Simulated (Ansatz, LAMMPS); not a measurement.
# Amorphous 86SiO2-14Al2O3 (mol %) (92 atoms): geometry optimisation, part 4 of 4

Aim: bring amorphous 86SiO2-14Al2O3 (mol %) (92 atoms) to a nearby minimum of the energy and see what moves.

Ansatz 0.2.0; Kohn-Sham DFT, PBE, PAW (set soft_2), plane waves.

The cell: 24 Si, 8 Al and 60 O. The quench rate of 50 K/ps is many orders above laboratory rates. The network of bonds at the start is that of the classical potential that made the cell. Only the Γ point is sampled in the main run, in a cell whose shortest periodic width is 11 Å.

So far. Step 4 (Cell and atoms relaxed): The relaxation changed the energy by -50.2 meV/atom, and atoms moved by 0.38 Å r.m.s., 1.1 Å at most. Step 7 (K-mesh 2×2×2): Forces differ from those of the single point at the relaxed geometry by 3.4 meV/Å r.m.s.; the energy by -0.74 meV/atom. It took 2.6 min and 9 cycles; the reference's time can't be set against it, since the two runs asked for unlike analyses.

### 8. Functional HSE06

HSE06 mixes in a quarter of exact exchange at short range, which counters self-interaction, at a higher cost.

This step: Kohn-Sham DFT, HSE06, PAW (set soft_2), plane waves (Ansatz 0.2.0).

Input file input.yaml:

```yaml
crystal:
  lattice:
    - [11.04431, 0.12313, -0.26543]
    - [0.12313, 10.53895, 0.17987]
    - [-0.26543, 0.17987, 11.00922]
  atoms:
    [... the 92 atom lines of step 6 ...]
kpoints:
  mp_grid: { grid: [1, 1, 1] }
hamiltonian:
  xc: hse06
scf:
  occupations: { method: fermi_dirac, width: 0.025 }
output:
  forces: true
  stress: true
  populations: true
  dos:
    method: { smearing: { sigma: 0.08 } }
    de: 0.05
    projected: { site_lists: { Al: [Al], O: [O], Si: [Si] } }
  eigenvalues: true
```

Run with:

```
$ ansatz run input.yaml --threads 4 --pin off --max-ram 8192MiB --backend cpu --events-out ev --progress --plain --runs-dir out
```

Numbers of over 12 decimals in the logs are rounded to 6 here.

What it wrote:

```text
Warning: output.stress: scf.convergence.dr2_threshold = 1e-7 eV (the SCF's general default) is looser than the 1.6e-9 eV advised for a printed stress (1e-10 eV for each atom of the cell: 92, of which 16 are counted). What an SCF threshold leaves in a stress goes as its square root, and in the free energy as the threshold itself, and one threshold admits the most on a small cell: [...]
Warning: output.stress: scf.exx.energy_threshold = 1e-6 eV is looser than the 1.6e-7 eV advised for a stress under a hybrid functional (1e-8 eV for each atom of the cell: 92, of which 16 are counted). Every SCF of the exchange loop can meet its threshold on dr2 while the loop round them stops early: [...]
exact exchange: scf.exx.singularity resolves to wigner_seitz, which cuts the screened interaction at the faces of the exchange supercell's Wigner-Seitz cell, so that each pair interacts once, at the shortest of its separations (the periodic images that this leaves out come, [...]
[...]
Crystal: 92 atoms, lattice volume = 1280.144 Å³
Basis set: ecut = 420 eV, 25053 PW (Γ), exchange–correlation on 150×144×150 points (8 copies of the dense FFT grid, shifted against one another)
Bands: 332, of which v1, the nominal top of the filled ones, is band 240 counted from 1 (239 counted from 0)
Symmetry: 1 space group operations
[...]
k-points: 1
[...]
SCF iter   1: F=—  HF=-53706.945050 eV  |F-HF|=—  |Δ(HF+E_count)|=         —  Δρ=2.05e-3  dr2=8.46e-2  ethr=1.77e-3  ⟨swp⟩=14.0  Hψ=1974  notcnv=0
[...]
SCF iter   4: F=-53706.962370 eV  HF=-53706.962157 eV  |F-HF|=2.12e-4  |Δ(HF+E_count)|=   2.53e-3  Δρ=2.37e-4  dr2=4.37e-4  ethr=5.05e-7  ⟨swp⟩=6.0  Hψ=848  notcnv=0  defer=5
SCF 1 stopped early in 4 iterations: F = -53706.962370 eV  dr2 = 4.37e-4
[...]
Exchange kernel: α = 0.2500, screened, ω = 0.2079 Å⁻¹, Wigner–Seitz truncation, v(0) = 942.7590 eV·Å³, q-mesh 1×1×1, nearest image of the exchange supercell L = 10.54 Å, pair-density grid 54×54×54, without the augmentation charges, whose exchange is taken in its separable form (sized by the pseudopotential files, [...]
Frozen-core exchange: fock
SCF iter   1: F=—  HF=-53716.335534 eV  |F-HF|=—  |Δ(HF+E_count)|=         —  Δρ=6.66e-3  dr2=4.65e-1  ethr=9.10e-7  ⟨swp⟩=16.0  Hψ=1945  notcnv=0
[...]
SCF iter   6: F=—  HF=-53716.321912 eV  |F-HF|=—  |Δ(HF+E_count)|=   1.78e-4  Δρ=9.29e-5  dr2=1.16e-4  ethr=8.72e-8  ⟨swp⟩=4.0  Hψ=793  notcnv=0
SCF iter   7: F=-53716.321879 eV  HF=-53716.321881 eV  |F-HF|=1.57e-6  |Δ(HF+E_count)|=   3.08e-5  Δρ=2.08e-5  dr2=2.18e-5  ethr=2.03e-8  ⟨swp⟩=4.0  Hψ=709  notcnv=0
SCF 2 stopped early in 7 iterations: F = -53716.321879 eV  dr2 = 2.18e-5
  Residual-converged pass: ⟨swp⟩=4.0  Hψ=973  notcnv=0  max |occ|·‖R‖ = 4.4e-6 eV (tolerance 6.7e-6 eV)  dr2=2.18e-5  dr2_onsite=2.66e-7  max |Δocc| = 0.0e0
[...]
hybrid outer 1: dexx = +1.756e-1 eV, tail = 1.72e-4 eV
[...]
Frozen-core exchange: fock
SCF iter   1: F=—  HF=-53716.319818 eV  |F-HF|=—  |Δ(HF+E_count)|=         —  Δρ=3.19e-5  dr2=7.25e-6  ethr=1.79e-7  ⟨swp⟩=15.0  Hψ=1141  notcnv=0
[...]
SCF iter   5: F=-53716.319819 eV  HF=-53716.319819 eV  |F-HF|=5.31e-10  |Δ(HF+E_count)|=   4.64e-9  Δρ=3.02e-7  dr2=1.52e-9  ethr=3.52e-12  ⟨swp⟩=6.0  Hψ=723  notcnv=0  defer=3
SCF 3 converged in 5 iterations: F = -53716.319819 eV  dr2 = 1.52e-9
[...]
hybrid outer 2: dexx = +1.930e-6 eV, tail = 3.04e-8 eV, Δε = 7.82e-4 eV (about 1.06e-5 eV left of the loop's levels), ΔF = 2.96e-3 eV/Å (tail 1.97e-4)
hybrid SCF converged: 2 outer / 12 inner (+4 warm-up), last move |dexx| = 1.93e-6 eV, tail = 3.04e-8 eV
Stability not checked: this state was not tested for a lower state beside it, because the functional holds exact exchange (a hybrid, or Hartree-Fock), whose exchange loop this test does not read (fock_operator; see scf.lower_state_search)
Free energy (F): -53716.319819 eV
Frozen-core exchange: fock
[...]
Internal energy: -53716.319819 eV  (E = F + TS)
E sigma→0 (E₀):  -53716.319819 eV
Fermi energy:    4.037243 eV
[...]
Σ components = -53716.319819   (vs F -53716.319819, Δ=7.28e-12)
--- Forces (eV/Å), atoms counted from 1 ---
  atom   1  Si     0.01275822     0.06658052     0.00109277
  atom   2  Si     0.01094036     0.03569787     0.06091604
  atom   3  Si     0.07324196    -0.05245117    -0.04773406
  atom   4  Si    -0.02475260     0.04406423    -0.07479227
[...]
atom  92  O     -0.05083099     0.26154126    -0.00281142
  max |Σ_I F_I| component: 2.79e-4 eV/Å
--- Stress (GPa, compression-positive) ---
       -4.838522       0.047049       0.040199
        0.047049      -4.940195      -0.065227
        0.040193      -0.065226      -4.719737
  P = ⅓ Tr σ = -4.8328 GPa (-48.328 kbar)
--- Band table (eV) ---
[...]
--- Löwdin populations: 92 sites ---
  site symbol       q [e]
     0     Si      2.1839
     1     Si      2.1841
     2     Si      2.1616
[...]
91      O      6.8303
  spilling = 0.012899 (of n_electrons = 480.000000)
```

Run time: 3.7 min. Hardware: 4 threads of Arm Neoverse V2, shared host; peak memory 3.6 GiB; 14 min of CPU time.

The program notes that the exchange threshold is loose for the stress and the SCF threshold is loose for the stress.

Geometry and reference: those of the single point at the relaxed geometry.

Forces differ from those of the single point at the relaxed geometry by 188 meV/Å r.m.s.; the pressure by -4.8 GPa and the gap by +1.7 eV. It took 3.7 min and 16 cycles; the reference's time can't be set against it, since the two runs asked for unlike analyses.

The run gave:

```yaml
free_energy: -53716.3198 eV
free_energy_per_atom: -583.8730 eV/atom
scf_cycles: 16
pressure: -4.833 GPa
r_m_s_force_component: 0.1881 eV/Å
longest_force: 0.6017 eV/Å
fermi_energy: 4.037 eV
spacing_of_highest_filled_and_lowest_empty_level: 5.699 eV
spilling_of_the_projection: 0.0129
```

Length of the force by element and coordination:

```tsv
element	coordination	atoms	mean length of the force (eV/Å)	spread	least	most
Al	all	8	0.107	0.0592	0.0486	0.208
Al	4	7	0.0925	0.0484	0.0486	0.202
Al	5	1	0.208	0	0.208	0.208
O	all	60	0.377	0.130	0.0718	0.602
O	2	51	0.383	0.135	0.0718	0.602
O	3	9	0.340	0.0835	0.196	0.476
Si	all	24	0.063	0.0302	0.0123	0.131
```

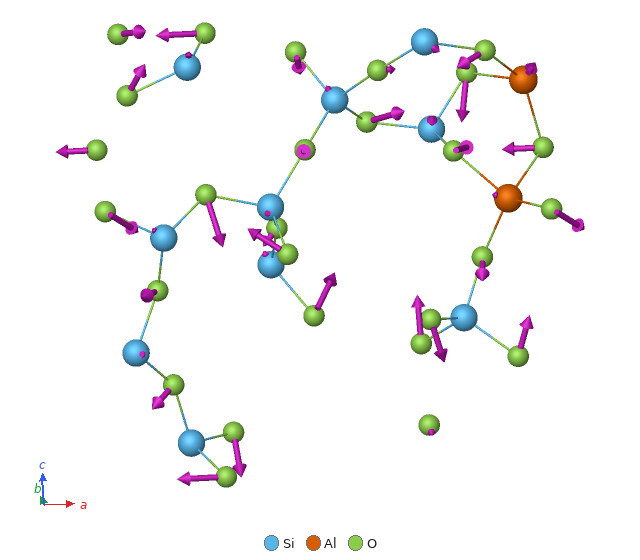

Forces as arrows; the longest in the cell is 0.602 eV/Å. Drawn is a slice 4 Å thick, seen along the normal of the ac plane. Bonds to atoms that aren't drawn are left out.

Löwdin charges by element and coordination (they lack the spilled electrons, 0.067 e an atom on average):

```tsv
element	coordination	atoms	mean charge (e)	spread	least	most
Al	all	8	1.45	0.0341	1.40	1.52
Al	4	7	1.46	0.0288	1.42	1.52
Al	5	1	1.40	0	1.40	1.40
O	all	60	-0.824	0.0296	-0.939	-0.770
O	2	51	-0.826	0.0292	-0.939	-0.784
O	3	9	-0.816	0.0304	-0.876	-0.770
Si	all	24	1.84	0.02	1.80	1.87
```

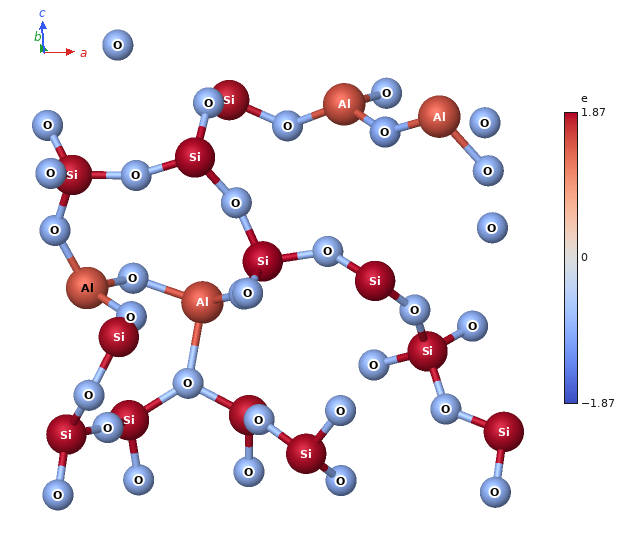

Atoms coloured by Löwdin charge. Drawn is a slice 4 Å thick, seen along the normal of the ac plane. Bonds to atoms that aren't drawn are left out.

Density of states as counts of states in windows of 1 eV (from the Fermi level), total and the larger projections:

```tsv
from (eV)	to (eV)	total	O p	Si p
-10	-9	27.9	21.2	4.0
-9	-8	37.4	29.3	5.5
-8	-7	33.0	26.8	3.0
-7	-6	46.1	40.3	2.4
-6	-5	68.1	63.0	1.9
-5	-4	65.5	62.3	1.1
-4	-3	38.7	37.3	0.3
-3	-2	2.0	2.0	0.0
-2	2	0.0	0.0	0.0
2	3	2.0	0.1	0.0
3	4	0.0	0.0	0.0
4	5	6.5	0.7	0.6
```

Between -25 and -10 eV lie 161 more states.

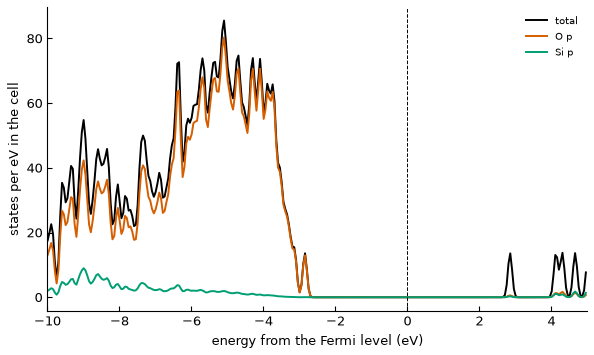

Total and projected density of states, with the broadening of the input.

The levels nearest the highest filled one (over half full), pooled over k-points and spins:

```tsv
level less the highest filled one (eV)	occupation
-0.648	2
-0.562	2
-0.495	2
-0.407	2
-0.280	2
0	2
5.70	0
6.97	0
7.15	0
7.51	0
7.87	0
8.13	0
```

### 9. Functional r2SCAN (500 eV)

The meta-GGA r2SCAN uses the kinetic energy density as well as the density and its gradient. Besides, the cutoff goes from 420 to 500 eV.

This step: Kohn-Sham DFT, r2SCAN, PAW (set soft_2), plane waves (Ansatz 0.2.0).

input.yaml, as its differences from that of step 8:

```diff
@@ -10,3 +10,3 @@
 hamiltonian:
-  xc: hse06
+  xc: r2scan
 scf:
```

What it wrote:

```text
[...]
Crystal: 92 atoms, lattice volume = 1280.144 Å³
Basis set: ecut = 500 eV, 32459 PW (Γ), exchange–correlation on 324×320×324 points (64 copies of the dense FFT grid, shifted against one another)
Bands: 332, of which v1, the nominal top of the filled ones, is band 240 counted from 1 (239 counted from 0)
Symmetry: 1 space group operations
[...]
k-points: 1
[...]
SCF iter   1: F=—  HF=-53888.552512 eV  |F-HF|=—  |Δ(HF+E_count)|=         —  Δρ=7.31e-3  dr2=7.76e-1  dr2_τ=7.09e0  ethr=1.77e-3  ⟨swp⟩=6.0  Hψ=1584  notcnv=0  defer=51
[...]
SCF iter   8: F=—  HF=-53891.036394 eV  |F-HF|=—  |Δ(HF+E_count)|=   8.51e-6  Δρ=9.32e-6  dr2=1.29e-6  dr2_τ=7.61e-8  ethr=1.12e-9  ⟨swp⟩=2.0  Hψ=489  notcnv=0  defer=83
SCF iter   9: F=-53891.036395 eV  HF=-53891.036394 eV  |F-HF|=2.70e-7  |Δ(HF+E_count)|=   8.33e-7  Δρ=2.01e-6  dr2=8.45e-8  dr2_τ=4.82e-9  ethr=2.08e-11  ⟨swp⟩=14.0  Hψ=2371  notcnv=0
SCF 1 converged in 9 iterations: F = -53891.036395 eV  dr2 = 8.45e-8
[...]
SCF converged after 9 iterations
Free energy (F): -53891.036395 eV
[...]
Internal energy: -53891.036395 eV  (E = F + TS)
E sigma→0 (E₀):  -53891.036395 eV
Fermi energy:    4.335299 eV
[...]
Σ components = -53891.036395   (vs F -53891.036395, Δ=0.00e0)
--- Forces (eV/Å), atoms counted from 1 ---
  atom   1  Si     0.00986280     0.08069998     0.03685855
  atom   2  Si    -0.00355969     0.03700655     0.00760759
  atom   3  Si     0.05921980    -0.03516823    -0.03701242
  atom   4  Si    -0.04524249     0.02665406    -0.08625967
[...]
atom  92  O     -0.05920575     0.20734906    -0.00473458
  max |Σ_I F_I| component: 7.13e-4 eV/Å
--- Stress (GPa, compression-positive) ---
       -4.718630       0.000894       0.002926
        0.000867      -4.837023      -0.046162
        0.002927      -0.046120      -4.661711
  P = ⅓ Tr σ = -4.7391 GPa (-47.391 kbar)
--- Band table (eV) ---
[...]
--- Löwdin populations: 92 sites ---
  site symbol       q [e]
     0     Si      2.1798
     1     Si      2.1794
     2     Si      2.1580
[...]
91      O      6.8337
  spilling = 0.012705 (of n_electrons = 480.000000)
```

Wall time 40 s (4 threads); peak memory 3.2 GiB.

Geometry and reference: those of the single point at the relaxed geometry.

Forces differ from those of the single point at the relaxed geometry by 155 meV/Å r.m.s.; the pressure by -4.7 GPa and the gap by +0.63 eV. It took 40 s and 9 cycles; the reference's time can't be set against it, since the two runs asked for unlike analyses.

### 10. Functional PBEsol

PBEsol restores the gradient expansion of exchange for slowly varying densities and usually gives shorter bonds in solids than PBE.

This step: Kohn-Sham DFT, PBEsol, PAW (set soft_2), plane waves (Ansatz 0.2.0).

input.yaml, as its differences from that of step 9:

```diff
@@ -10,3 +10,3 @@
 hamiltonian:
-  xc: r2scan
+  xc: pbesol
 scf:
```

What it wrote:

```text
[...]
Crystal: 92 atoms, lattice volume = 1280.144 Å³
Basis set: ecut = 420 eV, 25053 PW (Γ), exchange–correlation on 150×144×150 points (8 copies of the dense FFT grid, shifted against one another)
Bands: 332, of which v1, the nominal top of the filled ones, is band 240 counted from 1 (239 counted from 0)
Symmetry: 1 space group operations
[...]
k-points: 1
[...]
SCF iter   1: F=—  HF=-52865.190677 eV  |F-HF|=—  |Δ(HF+E_count)|=         —  Δρ=1.15e-2  dr2=1.34e0  ethr=1.77e-3  ⟨swp⟩=6.0  Hψ=1593  notcnv=0  defer=51
[...]
SCF iter   9: F=—  HF=-52864.814838 eV  |F-HF|=—  |Δ(HF+E_count)|=   3.36e-7  Δρ=4.26e-6  dr2=1.83e-7  ethr=2.08e-11  ⟨swp⟩=17.0  Hψ=2091  notcnv=0
SCF iter  10: F=-52864.814838 eV  HF=-52864.814838 eV  |F-HF|=4.34e-9  |Δ(HF+E_count)|=   2.51e-8  Δρ=7.59e-7  dr2=9.39e-9  ethr=2.08e-11  ⟨swp⟩=4.0  Hψ=997  notcnv=0
SCF 1 converged in 10 iterations: F = -52864.814838 eV  dr2 = 9.39e-9
[...]
SCF converged after 10 iterations
Free energy (F): -52864.814838 eV
[...]
Internal energy: -52864.814838 eV  (E = F + TS)
E sigma→0 (E₀):  -52864.814838 eV
Fermi energy:    4.298312 eV
[...]
Σ components = -52864.814838   (vs F -52864.814838, Δ=0.00e0)
--- Forces (eV/Å), atoms counted from 1 ---
  atom   1  Si     0.01193662    -0.02626447    -0.01329252
  atom   2  Si     0.00525851    -0.00405008     0.05113359
  atom   3  Si     0.01854814    -0.05702819    -0.01913470
  atom   4  Si     0.04066303    -0.03405086    -0.02603311
[...]
atom  92  O     -0.02582644     0.06447764    -0.01555821
  max |Σ_I F_I| component: 5.06e-5 eV/Å
--- Stress (GPa, compression-positive) ---
       -2.627816       0.034220      -0.014384
        0.034220      -2.606463      -0.008636
       -0.014389      -0.008634      -2.482513
  P = ⅓ Tr σ = -2.5723 GPa (-25.723 kbar)
--- Band table (eV) ---
[...]
--- Löwdin populations: 92 sites ---
  site symbol       q [e]
     0     Si      2.2730
     1     Si      2.2716
     2     Si      2.2507
[...]
91      O      6.7844
  spilling = 0.012864 (of n_electrons = 480.000000)
```

It took 16 s on 4 threads; peak memory 1.4 GiB; 61 s of CPU time.

Geometry and reference: those of the single point at the relaxed geometry.

Forces differ from those of the single point at the relaxed geometry by 56 meV/Å r.m.s.; the pressure by -2.6 GPa and the gap by -0.053 eV.

### 11. All settings compared

Each row is set against the single point at the relaxed geometry (Kohn-Sham DFT, PBE, PAW (set soft_2), plane waves; r.m.s. force component 0.00523 eV/Å). Energies are set beside the reference only for runs with its functional, potentials and electron count. Times are for 4 threads of Arm Neoverse V2, shared host. The reference's time includes grids, which some other runs skip.

```tsv
run	Δ force, r.m.s. (meV/Å)	Δ energy (meV/atom)	Δ pressure (GPa)	Δ gap (eV)	cycles	time	host memory (GiB)
reference	-	-	-	-	9	18 s	1.4
k-mesh 2×2×2	3.42	-0.736	0.0067	0.0038	9	2.6 min	5.4
functional HSE06	188	-	-4.84	1.73	16	3.7 min	3.6
functional r2SCAN (500 eV)	155	-	-4.74	0.630	9	40 s	3.2
functional PBEsol	55.8	-	-2.58	-0.0527	10	16 s	1.4
```

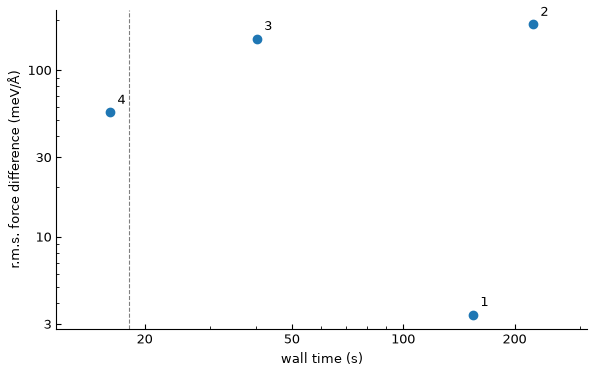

Force difference from the reference against wall time; the dashed line marks the reference's time. Points: 1 k-mesh 2×2×2; 2 functional HSE06; 3 functional r2SCAN (500 eV); 4 functional PBEsol.

### 12. Summary of results

```yaml
energy_change_in_the_relaxation: -50.17 meV/atom
r_m_s_displacement: 0.381 Å
largest_displacement: 1.075 Å
free_energy_per_atom: -583.7711 eV/atom
pressure: 0.004657 GPa
r_m_s_force_component: 0.00523 eV/Å
spacing_of_highest_filled_and_lowest_empty_level: 3.972 eV
wall_time_of_the_7_dft_runs: 14 min
```

Relaxation lowers the energy by 50.2 meV/atom and moves atoms by 0.38 Å r.m.s.; the r.m.s. force component goes from 0.76 to 0.0052 eV/Å. Displacements are taken in the final cell, so they leave out its strain. By the final cutoffs 2 of 127 bonded pairs parted and 4 joined. The cell shrank by 2.3 % in volume. From the first step to the last the energy fell by 4.615 eV, across changes of basis, and the largest move was 1.07 Å (O57). The O-Al bonds change most in mean length: from 1.788 Å (spread 0.150) to 1.827 Å (spread 0.117), and their number from 31 to 33. Counting bonds as in the table, 88 % of Al atoms have 4, 85 % of O atoms have 2 and all Si atoms have 4 bonded neighbours. 85 % of the oxygens bridge two formers (Si and Al) and 0 % are non-bridging; 15 % join three. Filled and empty levels are parted by 3.97 eV (at Γ alone); a semilocal functional tends to put such gaps too low. In a disordered cell it changes from sample to sample, and tail or defect levels can set it.

Among the changes of functional, dispersion, potentials or spin, functional HSE06 moves the forces most, by 188 meV/Å r.m.s. The gap changes by +1.73 eV with HSE06.

Caveats: The network of bonds at the start is that of the classical potential that made the cell; in DFT 2 of its 127 bonded pairs passed out of the cutoffs and 4 came within them.

[Logs are printed without paths, hosts, clocks, repeated set-up lines and the standing remarks that a program may print on its own settings, such as how far it seeks lower states.]

[Hosts, paths, dates, database ids (printed as entryN), source tags and the programs' standing remarks are cut or masked in the printed files.]
